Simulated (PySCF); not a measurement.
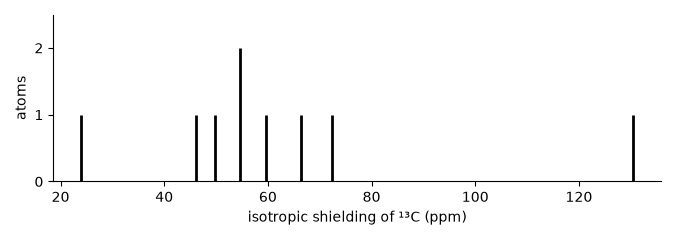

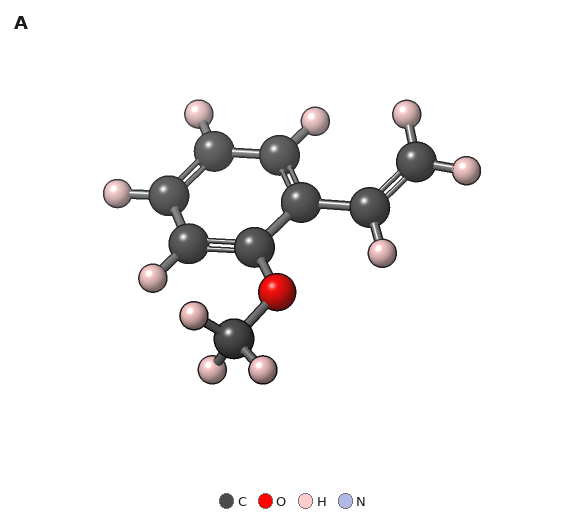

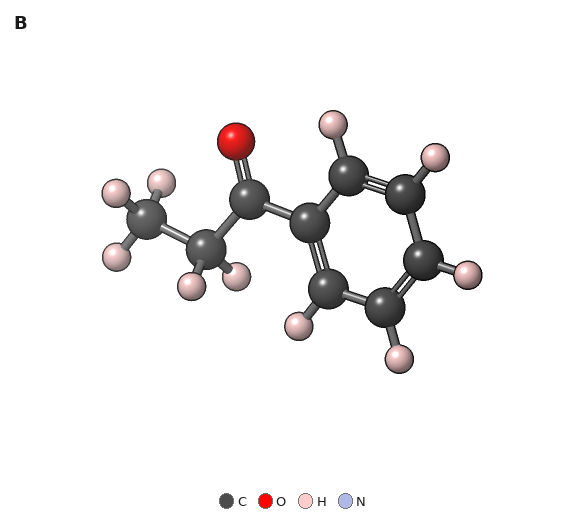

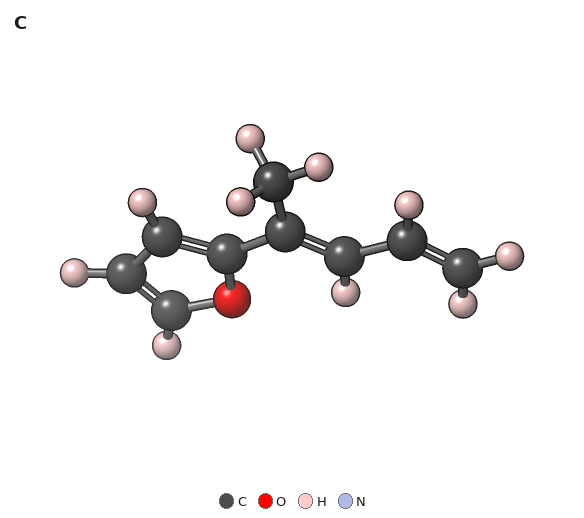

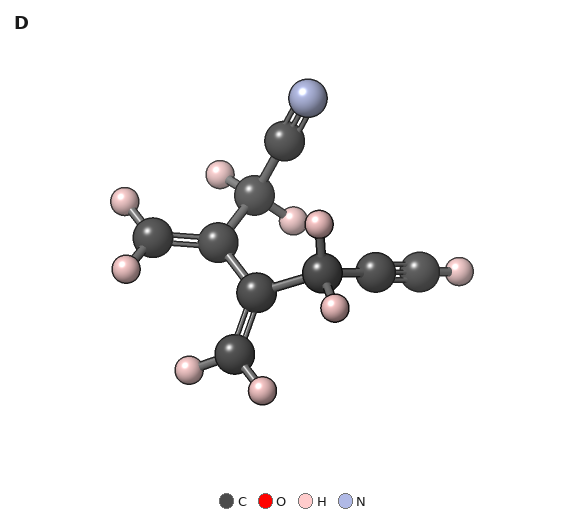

The sticks are computed shieldings of one of the molecules, for one fixed geometry (PBE0-D3(BJ)/def2-SVP) without averaging over rotations. Low shielding means a high chemical shift. Method: GIAO PBE0/pcSseg-1 NMR shielding, non-relativistic, gas phase (PySCF 2.14.0).

Match the spectrum to a structure.

A, `C=Cc1ccccc1OC`. Its 9 C atoms give lines at 23.9, 46.1, 49.8, 54.6 (2 atoms), 59.7, 66.4, 72.4, 130.5 ppm.
